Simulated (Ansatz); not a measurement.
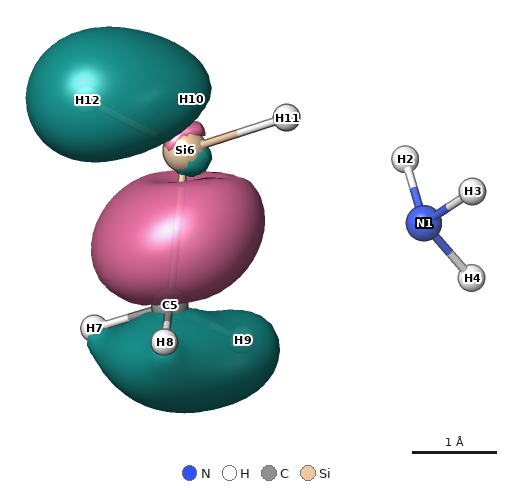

NH3···CH6Si. The HOMO−1 at ±0.15 Å⁻³ᐟ² (teal and pink are the two phases), seen at a tilt.

Geometry: PBE0-D4/def2-TZVP.

The calculation used Ansatz 0.2.0, RKS PBE0-D4/def2-TZVPPD.

The calculation's input:

```
crystal:
  periodic: [false, false, false]
  atoms:
    - {symbol: N, position_ang: [-0.314463, 0.490888, -2.057656]}
    - {symbol: H, position_ang: [-1.128732, 1.065584, -1.877451]}
    - {symbol: H, position_ang: [0.467978, 1.119740, -2.191665]}
    - {symbol: H, position_ang: [-0.472047, 0.015503, -2.937876]}
    - {symbol: C, position_ang: [0.316776, -1.299045, 0.920864]}
    - {symbol: Si, position_ang: [0.061051, 0.507883, 1.311836]}
    - {symbol: H, position_ang: [-0.417853, -1.918403, 1.440402]}
    - {symbol: H, position_ang: [1.313484, -1.626695, 1.224915]}
    - {symbol: H, position_ang: [0.207333, -1.443810, -0.155201]}
    - {symbol: H, position_ang: [-1.299407, 0.968335, 0.920537]}
    - {symbol: H, position_ang: [1.063173, 1.367714, 0.624683]}
    - {symbol: H, position_ang: [0.202610, 0.752407, 2.776614]}
basis:
  gaussian: {orbitals: "def2-TZVPPD.json"}
hamiltonian: {xc: pbe0, dispersion: d4}
output: {orbitals: {seedname: orbitals}}
```

Launched as:

```sh
ansatz run in.yaml --threads 4 --pin off --events-out ev --progress --plain --max-ram 9574MiB
```

Question: Where does this orbital lie, and at what energy?

Answer: It lies mainly on C5 (about 35 %), Si6 (about 30 %), H12 (about 15 %) and H9 (about 5 %). Its energy is −8.84 eV.
